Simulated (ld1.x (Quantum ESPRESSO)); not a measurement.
# F: generating and testing an RRKJ potential

Do these settings give a usable potential? It is generated, then checked for transferability, scattering, ghosts and hardness.

Method: ld1.x (Quantum ESPRESSO) 7.5, PBE, scalar-relativistic.

## Step 1: Starting point

The settings as typed:

```json
{
  "element": "fluorine (F, Z = 9)",
  "type": "norm-conserving RRKJ (Kleinman–Bylander form)",
  "frozen core": "[He]",
  "valence charge": "7",
  "reference configuration": "2s2 2p5",
  "partial waves": "2s (bound): rc 0.70 bohr; 2p (bound): rc 1.75 bohr; 3d channel at 0.35 Ry: rc 1.80 bohr",
  "local potential": "all-electron potential smoothed inside 0.65 bohr (lloc = -2)",
  "core correction": "not asked for"
}
```

## Step 2: The generation run

Input file F.in:

```
 &input
   title='F', zed=9., rel=1, dft='PBE', iswitch=3,
   config='[He] 2s2 2p5 3d-2',
   nld=3, rlderiv=1.95, eminld=-4.0, emaxld=5.0, deld=0.02
 /
 &inputp
   pseudotype=2, tm=.false., rho0=0.001, lloc=-2, rcloc=0.65,
   nlcc=.false.,
   file_pseudopw='F.UPF', file_wfcaegen='ae.wfc', file_wfcncgen='nc.wfc', file_beta='beta', file_chi='chi'
 /
3
2S  1  0   2.00   0.00  0.70  0.70  0.0
2P  2  1   5.00   0.00  1.75  1.75  0.0
3D  3  2  -2.00   0.35  1.80  1.80  0.0
 &test
   configts(1)='2s2 2p5'
 /
```

Launch:

```console
$ ld1.x < F.in > F.out
```

Output in F.out (without the banner and most projector matrices):

```text
     Program LD1 v.7.5
     --------------------------- All-electron run ----------------------------

     F
     scalar relativistic calculation

     atomic number is  9.00
     dft =PBE   lsd =0 sic =0 latt =0  beta=0.20 tr2=1.0E-14
     Exchange-correlation= PBE
                           (   1   4   3   4   0   0   0)
     mesh =1105 r(mesh) =  99.76081 a.u. xmin = -7.00 dx = 0.01250
     1 Ry =  13.60569312 eV, c = 137.03599908

     n l     nl                  e(Ry)          e(Ha)          e(eV)
     1 0     1S 1( 2.00)       -48.7570       -24.3785      -663.3734
     2 0     2S 1( 2.00)        -2.1976        -1.0988       -29.8996
     2 1     2P 1( 5.00)        -0.8167        -0.4083       -11.1117

     final scf error:  6.3E-15 reached in  26 iterations

     Etot =    -199.489330 Ry,     -99.744665 Ha,   -2714.190600 eV

     Ekin =     199.322998 Ry,      99.661499 Ha,    2711.927538 eV
     Encl =    -477.724055 Ry,    -238.862027 Ha,   -6499.766885 eV
     Eh   =      99.339620 Ry,      49.669810 Ha,    1351.584389 eV
     Exc  =     -20.427893 Ry,     -10.213946 Ha,    -277.935642 eV

     normalization and overlap integrals

     s(1S/1S) =  1.000000  <r> =   0.1763  <r2> =    0.0420  r(max) =   0.1139
     s(2S/2S) =  1.000000  <r> =   1.0034  <r2> =    1.2282  r(max) =   0.7617
     s(2P/2P) =  1.000000  <r> =   1.1050  <r2> =    1.6384  r(max) =   0.7066

     ------------------------ End of All-electron run ------------------------

     --------------------- Generating NC pseudopotential ---------------------

      Generating local potential from pseudized AE potential:
      Matching radius rcloc =   0.6500
      Enforcing V''(0)=0 (lloc=-2)

      Local pseudo, rcloc= 0.656 Estimated cut-off energy=    69.04 Ry

      Wfc   2S  rcut= 0.707  Estimated cut-off energy=       87.37 Ry
      Using 4 Bessel functions for this wfc, rho(0) = 0.001
      This function has    0 nodes for 0 < r <    0.707

      Wfc   2P  rcut= 1.738  Estimated cut-off energy=       59.35 Ry
      This function has    0 nodes for 0 < r <    1.738

      Wfc   3D  rcut= 1.782  Estimated cut-off energy=       69.58 Ry
      This function has    0 nodes for 0 < r <    1.782

     ------------------- End of pseudopotential generation -------------------

     [... the all-electron block is printed once more ...]


     Computing logarithmic derivative in   1.95726
     Computing logarithmic derivative in   1.95726
     Computing the partial wave expansion
     R is outside the sphere for l=    0 j= 0.00
     R is outside the sphere for l=    1 j= 0.00
     R is outside the sphere for l=    2 j= 0.00

     ---------------------- Testing the pseudopotential ----------------------

     F
     scalar relativistic calculation

     atomic number is  9.00   valence charge is  7.00
     dft =PBE   lsd =0 sic =0 latt =0  beta=0.20 tr2=1.0E-14
     mesh =1105 r(mesh) =  99.76081 xmin = -7.00 dx = 0.01250

     n l     nl             e AE (Ry)        e PS (Ry)    De AE-PS (Ry)
     1 0     2S   1( 2.00)       -2.19758       -2.19764        0.00006
     2 1     2P   1( 5.00)       -0.81670       -0.81670        0.00000

     eps = 4.7E-15  iter = 74

     Etot =    -199.489330 Ry,     -99.744665 Ha,   -2714.190600 eV
     Etotps =   -46.438365 Ry,     -23.219183 Ha,    -631.826148 eV

     Ekin =      29.262868 Ry,      14.631434 Ha,     398.141598 eV
     Encl =    -104.959047 Ry,     -52.479523 Ha,   -1428.040582 eV
     Ehrt =      40.529427 Ry,      20.264713 Ha,     551.430944 eV
     Ecxc =      -8.727636 Ry,      -4.363818 Ha,    -118.745542 eV
     Epseu=      -2.543977 Ry,      -1.271988 Ha,     -34.612566 eV

     ---------------------- End of pseudopotential test ----------------------
```

Run time: 1.6 s. Hardware: 1 thread of Neoverse-V2, shared host. (Generation and the later configuration tests together.)

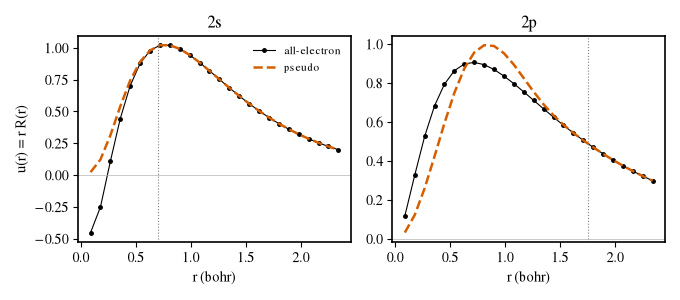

All-electron and pseudo partial waves (2s, 2p), with the matching radii dotted. The curves join 26 sampled radii.

## Step 3: Configuration tests

Input file F.test.in:

```
 &input
   title='F', zed=9., rel=1, dft='PBE', iswitch=2,
   config='[He] 2s2 2p5 3d-2'
 /
 &test
   file_pseudo='F.UPF', nconf=8,
   configts(1)='2s2 2p5',
   configts(2)='2s2 2p4',
   configts(3)='2s2 2p3',
   configts(4)='2s2 2p2',
   configts(5)='2s1 2p5',
   configts(6)='2s2 2p4.5',
   configts(7)='2s2 2p5.3',
   configts(8)='2s1 2p6'
 /
```

Launch:

```console
$ ld1.x < F.test.in > F.test.out
```

F.test.out, the pseudopotential blocks, each with the warnings that came before it:

```text
     ---------------------- Testing the pseudopotential ----------------------

     F
     scalar relativistic calculation

     atomic number is  9.00   valence charge is  7.00
     dft =PBE   lsd =0 sic =0 latt =0  beta=0.20 tr2=1.0E-14
     mesh =1105 r(mesh) =  99.76081 xmin = -7.00 dx = 0.01250

     n l     nl             e AE (Ry)        e PS (Ry)    De AE-PS (Ry)
     1 0     2S   1( 2.00)       -2.19758       -2.19764        0.00006
     2 1     2P   1( 5.00)       -0.81670       -0.81670        0.00000

     eps = 7.9E-15  iter = 89

     Etot =    -199.489330 Ry,     -99.744665 Ha,   -2714.190600 eV
     Etotps =   -46.438365 Ry,     -23.219183 Ha,    -631.826148 eV

     Ekin =      29.262868 Ry,      14.631434 Ha,     398.141598 eV
     Encl =    -104.959047 Ry,     -52.479523 Ha,   -1428.040582 eV
     Ehrt =      40.529427 Ry,      20.264713 Ha,     551.430944 eV
     Ecxc =      -8.727636 Ry,      -4.363818 Ha,    -118.745542 eV
     Epseu=      -2.543977 Ry,      -1.271988 Ha,     -34.612566 eV

     ---------------------- End of pseudopotential test ----------------------

     Warning: convergence not achieved
     ---------------------- Testing the pseudopotential ----------------------

     F
     [...]
     n l     nl             e AE (Ry)        e PS (Ry)    De AE-PS (Ry)
     1 0     2S   1( 2.00)       -3.48292       -3.48738        0.00446
     2 1     2P   1( 4.00)       -2.08065       -2.06387       -0.01678  !

     eps = 2.4E-12  iter =201

     Etot =    -198.064175 Ry,     -99.032088 Ha,   -2694.800384 eV
     Etotps =   -45.018868 Ry,     -22.509434 Ha,    -612.512907 eV
     dEtot_ae =       1.425155 Ry
     dEtot_ps =       1.419497 Ry,   Delta E=       0.005658 Ry

     [...]
     ---------------------- End of pseudopotential test ----------------------

     Warning: convergence not achieved
     ---------------------- Testing the pseudopotential ----------------------

     F
     [...]
     n l     nl             e AE (Ry)        e PS (Ry)    De AE-PS (Ry)
     1 0     2S   1( 2.00)       -4.99731       -4.98407       -0.01324  !
     2 1     2P   1( 3.00)       -3.60167       -3.52229       -0.07938  !

     eps = 2.9E-07  iter =201

     Etot =    -195.242940 Ry,     -97.621470 Ha,   -2656.415526 eV
     Etotps =   -42.240622 Ry,     -21.120311 Ha,    -574.712946 eV
     dEtot_ae =       4.246390 Ry
     dEtot_ps =       4.197743 Ry,   Delta E=       0.048647 Ry

     [...]
     ---------------------- End of pseudopotential test ----------------------

     Warning: convergence not achieved
     Warning: n=2, l=1 expected 0 nodes, found 1
     ---------------------- Testing the pseudopotential ----------------------

     F
     [...]
     n l     nl             e AE (Ry)        e PS (Ry)    De AE-PS (Ry)
     1 0     2S   1( 2.00)       -6.70364       -6.63270       -0.07094  !
     2 1     2P   1( 2.00)       -5.34782       -5.13452       -0.21330  !

     eps = 5.5E-13  iter =201

     Etot =    -190.786158 Ry,     -95.393079 Ha,   -2595.777923 eV
     Etotps =   -37.923139 Ry,     -18.961570 Ha,    -515.970598 eV
     dEtot_ae =       8.703171 Ry
     dEtot_ps =       8.515226 Ry,   Delta E=       0.187945 Ry

     [...]
     ---------------------- End of pseudopotential test ----------------------

     ---------------------- Testing the pseudopotential ----------------------

     F
     [...]
     n l     nl             e AE (Ry)        e PS (Ry)    De AE-PS (Ry)
     1 0     2S   1( 1.00)       -3.49542       -3.53066        0.03524  !
     2 1     2P   1( 5.00)       -2.08974       -2.10329        0.01355  !

     eps = 9.9E-15  iter = 70

     Etot =    -196.660171 Ry,     -98.330085 Ha,   -2675.697932 eV
     Etotps =   -43.593411 Ry,     -21.796705 Ha,    -593.118571 eV
     dEtot_ae =       2.829159 Ry
     dEtot_ps =       2.844954 Ry,   Delta E=      -0.015796 Ry

     [...]
     ---------------------- End of pseudopotential test ----------------------

     ---------------------- Testing the pseudopotential ----------------------

     F
     [...]
     n l     nl             e AE (Ry)        e PS (Ry)    De AE-PS (Ry)
     1 0     2S   1( 2.00)       -2.80814       -2.81192        0.00379
     2 1     2P   1( 4.50)       -1.41356       -1.40913       -0.00443

     eps = 9.1E-15  iter = 91

     Etot =    -198.934914 Ry,     -99.467457 Ha,   -2706.647396 eV
     Etotps =   -45.884761 Ry,     -22.942381 Ha,    -624.293983 eV
     dEtot_ae =       0.554415 Ry
     dEtot_ps =       0.553604 Ry,   Delta E=       0.000811 Ry

     [...]
     ---------------------- End of pseudopotential test ----------------------

     ---------------------- Testing the pseudopotential ----------------------

     F
     [...]
     n l     nl             e AE (Ry)        e PS (Ry)    De AE-PS (Ry)
     1 0     2S   1( 2.00)       -1.86725       -1.86466       -0.00259
     2 1     2P   1( 5.30)       -0.49676       -0.49710        0.00034

     eps = 4.9E-15  iter =121

     Etot =    -199.685554 Ry,     -99.842777 Ha,   -2716.860368 eV
     Etotps =   -46.634689 Ry,     -23.317344 Ha,    -634.497265 eV
     dEtot_ae =      -0.196224 Ry
     dEtot_ps =      -0.196323 Ry,   Delta E=       0.000099 Ry

     [...]
     ---------------------- End of pseudopotential test ----------------------

     ---------------------- Testing the pseudopotential ----------------------

     F
     [...]
     n l     nl             e AE (Ry)        e PS (Ry)    De AE-PS (Ry)
     1 0     2S   1( 1.00)       -2.23280       -2.24673        0.01392  !
     2 1     2P   1( 6.00)       -0.84819       -0.85978        0.01159  !

     eps = 7.7E-15  iter = 41

     Etot =    -198.106554 Ry,     -99.053277 Ha,   -2695.376983 eV
     Etotps =   -45.054378 Ry,     -22.527189 Ha,    -612.996040 eV
     dEtot_ae =       1.382775 Ry
     dEtot_ps =       1.383987 Ry,   Delta E=      -0.001212 Ry

     [...]
     ---------------------- End of pseudopotential test ----------------------
```

1 test gave no usable energy difference (2s2 2p3).

Energies count from the reference configuration 2s2 2p5; the error is all-electron less pseudo. A star marks tests that logged a warning.

```tsv
valence configuration	charge	ΔE all-electron (eV)	error AE − PS (meV)
2s2 2p4 *	+1	19.390	+77
2s2 2p2 *	+3	118.413	+2557
2s1 2p5	+1	38.493	-215
2s2 2p4.5	+0.5	7.543	+11
2s2 2p5.3	-0.3	-2.670	+1.3
2s1 2p6	0	18.814	-16
```

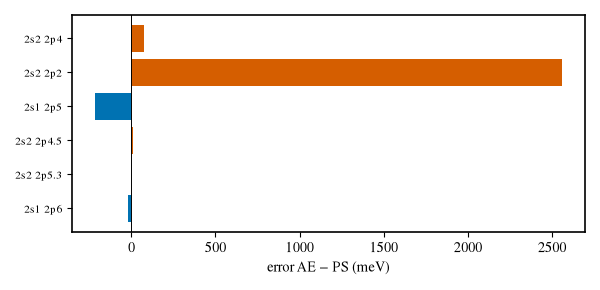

Error of the potential in each test configuration.

## Step 4: Does it scatter like the atom?

Taken from the files of the generation run. The phase is arctan(r·u′/u) with u = r·R, unwrapped, with energies in Ry. A pole is an energy at which the radial function vanishes at the test radius. The pseudo phase is shifted by a multiple of π to meet the all-electron one at the reference energy. Levels narrower than the energy grid can be missing from the poles. The last column is the largest difference on the grid between −1 and +1 Ry.

| channel | radius (bohr) | reference (Ry) | poles AE | poles PS | window around the reference with phases within 0.05 rad (Ry) | largest difference near zero (rad) |
| --- | --- | --- | --- | --- | --- | --- |
| s | 1.96 | -2.20 | -1.85 | -1.85 | the whole range | 0.001 |
| p | 1.96 | -0.82 | -0.37 | -0.36 | below 1.7 | 0.017 |
| d | 1.96 | 0.35 | none | none | the whole range | 0.000 |

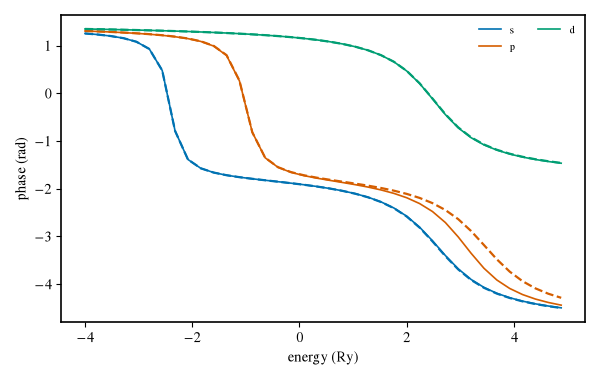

Phases by channel: all-electron solid, pseudo dashed.

## Step 5: Plane-wave convergence, by spherical Bessel functions

A separate test, outside the generator: the pseudo-atom's Hamiltonian at the reference potential is diagonalised in spherical Bessel functions j_l(qr) that vanish at 20 bohr, with q² up to the cutoff.

All-electron valence levels (Ry): 2s -2.1976, 2p -0.8167. The lowest levels of each channel (Ry) by cutoff; the last column sums, over occupied levels, occupation times the distance from the level at 400 Ry. A positive value at high cutoff is not a bound level.

| cutoff (Ry) | s #1 | p #1 | d #1 | f #1 | Σ f·Δε (mRy) |
| --- | --- | --- | --- | --- | --- |
| 8 | -1.5855 | -0.0307 | 0.0806 | 0.1213 | 5154.1 |
| 21 | -1.6360 | -0.5595 | 0.0806 | 0.1213 | 2409.2 |
| 50 | -1.9199 | -0.8165 | 0.0806 | 0.1213 | 556.6 |
| 90 | -2.1073 | -0.8167 | 0.0806 | 0.1213 | 180.7 |
| 180 | -2.1915 | -0.8167 | 0.0806 | 0.1213 | 12.2 |
| 200 | -2.1948 | -0.8167 | 0.0806 | 0.1213 | 5.7 |
| 260 | -2.1974 | -0.8167 | 0.0806 | 0.1213 | 0.5 |
| 350 | -2.1976 | -0.8167 | 0.0806 | 0.1213 | 0.0 |
| 400 | -2.1976 | -0.8167 | 0.0806 | 0.1213 | 0.0 |

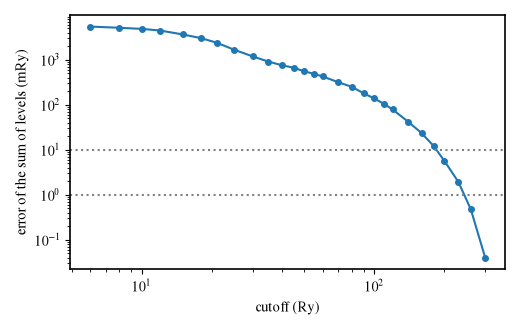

Occupation-weighted error of the valence levels against the cutoff; the dotted lines mark 10 and 1 mRy.

The sum stays within 10 mRy from 200 Ry and within 1 mRy from 260 Ry. The sum leaves out empty levels, which can need more. Ghost test: no level below the all-electron spectrum of its channel (s, p, d, f tested).

## Step 6: Outcome

| quantity | value |
| --- | --- |
| cutoffs for 10 and 1 mRy, occupied levels | 200 Ry and 260 Ry |
| bound ghosts | none found |
| largest test error (AE − PS) | +2557 meV, for 2s2 2p2 (one of 3 tests with a warning) (1 test unsolved) |
| largest phase difference near zero energy, channels read | 0.017 rad |

The worst unpolarised test, 2s2 2p2, is off by 2557 meV on 118.4 eV; by total energies transferability rates as poor. That test lies far up in energy; among those under 40 eV, nearer to bonding, the largest error is 215 meV. Of the tests 1 gave no usable energy difference, which is a warning in itself. By its cutoff, 200 Ry for the looser tolerance, it is very hard. The slowest occupied level is 2s: taken alone it needs 230 Ry to come within 1 mRy, against 45 Ry for 2p. The Bessel-basis test finds no level below the valence levels. Near zero energy the phases of the channels with partial waves agree within 0.017 rad. These are tests on the free atom; a crystal test is still owed.
